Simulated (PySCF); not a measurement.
# GeH4 (germane): SCS-MP2/def2-TZVP

What is the vertical ionisation energy of GeH4 (germane) at SCS-MP2/def2-TZVP? The job is set up through a Python script.

The calculation is run with PySCF 2.14.0.

3 further runs of the same task are left out: 3 set aside as unsound or not needed. Runs told in other sessions of the task aren't counted.

### Step 1. Starting point

GeH4 has 5 atoms, charge 0, and is taken as a singlet. As SMILES, `[GeH4]`. The shape is that of a PBE0-D4/def2-TZVP optimisation.

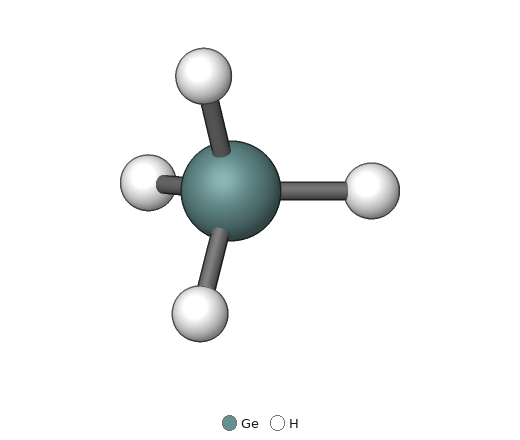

The structure, seen from a chosen angle (germanium teal, hydrogen white).

### Step 2. A single-point energy at SCS-MP2/def2-TZVP

Input file run.py:

```python
# [GeH4]
from pyscf import gto, scf, mp

mol = gto.M(
    atom='''
Ge     0.000189     0.000189     0.000000
H      2.169595    -1.429200     1.286148
H     -2.340993    -0.056692     1.708690
H     -0.622098    -1.264416    -2.533367
H      0.793307     2.750307    -0.461282
''',
    verbose=3,
    unit='bohr',
    max_memory=1860,
    basis='def2-tzvp',
)

hf = scf.RHF(mol)
hf.conv_tol = 1e-10
hf.kernel()
if not hf.converged:
    hf = hf.newton().run(hf.mo_coeff, hf.mo_occ)

pt = mp.MP2(hf, frozen=9).run()
energy = hf.e_tot + 1.2 * pt.e_corr_os + pt.e_corr_ss / 3
print(f'total energy: {energy:.8f} hartree')
```

Launch:

```
$ OMP_NUM_THREADS=1 python run.py
```

What it wrote:

```text
converged SCF energy = -2077.67820116317
E(RMP2) = -2077.94377456383  E_corr = -0.265573400661302
E(SCS-RMP2) = -2077.93934330327  E_corr = -0.261142140099876
total energy: -2077.93934330 hartree
```

Run time: 1.4 s. Hardware: 1 thread of Arm Neoverse V1, shared host; peak memory 0.15 GiB.

### Step 3. The doublet cation, same level

Input file run.py:

```python
from pyscf import gto, scf, mp

mol = gto.M(
    atom='''
Ge       0.000100       0.000100       0.000000
H        1.148100      -0.756300       0.680600
H       -1.238800      -0.030000       0.904200
H       -0.329200      -0.669100      -1.340600
H        0.419800       1.455400      -0.244100
''',
    verbose=4,
    charge=1,
    max_memory=1860,
    spin=1,
    basis='def2-tzvp',
)

mf = scf.UHF(mol)
mf.conv_tol = 1e-10
mf.kernel()
if not mf.converged:
    mf = mf.newton().run(mf.mo_coeff, mf.mo_occ)

pt = mp.MP2(mf, frozen=9).run()
e_tot = mf.e_tot + 1.2 * pt.e_corr_os + pt.e_corr_ss / 3
print('Final energy', e_tot)
```

Launch:

```
$ OMP_NUM_THREADS=1 python run.py
```

What it wrote:

```text
PySCF version 2.14.0

[INPUT] num. atoms = 5
[INPUT] num. electrons = 35
[INPUT] charge = 1
[INPUT] spin (= nelec alpha-beta = 2S) = 1
[INPUT] symmetry False subgroup None
[INPUT] Mole.unit = angstrom
[INPUT] Symbol           X                Y                Z      unit          X                Y                Z       unit  Magmom
[INPUT]  1 Ge     0.000100000000   0.000100000000   0.000000000000 AA    0.000188972612   0.000188972612   0.000000000000 Bohr   0.0
[INPUT]  2 H      1.148100000000  -0.756300000000   0.680600000000 AA    2.169594563613  -1.429199868009   1.286147600379 Bohr   0.0
[INPUT]  3 H     -1.238800000000  -0.030000000000   0.904200000000 AA   -2.340992723111  -0.056691783737   1.708690361832 Bohr   0.0
[INPUT]  4 H     -0.329200000000  -0.669100000000  -1.340600000000 AA   -0.622097840207  -1.264415749946  -2.533366842592 Bohr   0.0
[INPUT]  5 H      0.419800000000   1.455400000000  -0.244100000000 AA    0.793307027092   2.750307401692  -0.461282147006 Bohr   0.0

nuclear repulsion = 45.4204242212624
number of shells = 32
number of NR pGTOs = 132
number of NR cGTOs = 72
basis = def2-tzvp
ecp = {}

[... 19 lines left out ...]
WARN: beta  nocc = 17  HOMO -0.384444866522989 >= LUMO -0.384433906544163
[... 90 lines left out ...]
converged SCF energy = -2077.25027553881  <S^2> = 0.76151532  2S+1 = 2.0114824
[... 1 line left out ...]
******** <class 'pyscf.mp.ump2.UMP2'> ********
nocc = (np.int64(9), np.int64(8)), nmo = (63, 63)
frozen orbitals 9
E(UMP2) = -2077.49022979544  E_corr = -0.239954256631101
E(SCS-UMP2) = -2077.48393063972  E_corr = -0.233655100910265
E_corr(same-spin) = -0.0626423158235265
E_corr(oppo-spin) = -0.177311940807574
Final energy -2077.4839306397234
```

It took 2.5 s on 1 thread of Arm Neoverse V1, shared host; peak memory 0.15 GiB.

### Step 4. What came out

At SCS-MP2/def2-TZVP, 9 core orbitals frozen:

| quantity | value |
| --- | --- |
| singlet GeH4: total energy | -2077.93934 Eh |
| singlet GeH4: dipole moment (Hartree–Fock density) | 0.00 D |
| singlet GeH4: HOMO energy (Hartree–Fock orbitals) | -12.88 eV |
| singlet GeH4: LUMO energy (Hartree–Fock orbitals) | 4.09 eV |
| singlet GeH4: HOMO–LUMO gap (Hartree–Fock orbitals) | 16.97 eV |
| singlet GeH4: correlation energy (9 core orbitals frozen) | -261.1 mEh |
| doublet cation: total energy | -2077.48393 Eh |
| doublet cation: HOMO energy (Hartree–Fock orbitals) (highest over α and β) | -19.39 eV |
| doublet cation: LUMO energy (Hartree–Fock orbitals) (lowest over α and β) | -10.55 eV |
| doublet cation: correlation energy (9 core orbitals frozen) | -233.7 mEh |
| doublet cation: ⟨S²⟩ of the reference determinant | 0.762 |
| vertical ionisation energy (to the doublet cation) | 12.392 eV |

What this shows: Removing an electron at fixed nuclei costs 12.39 eV (1196 kJ/mol).
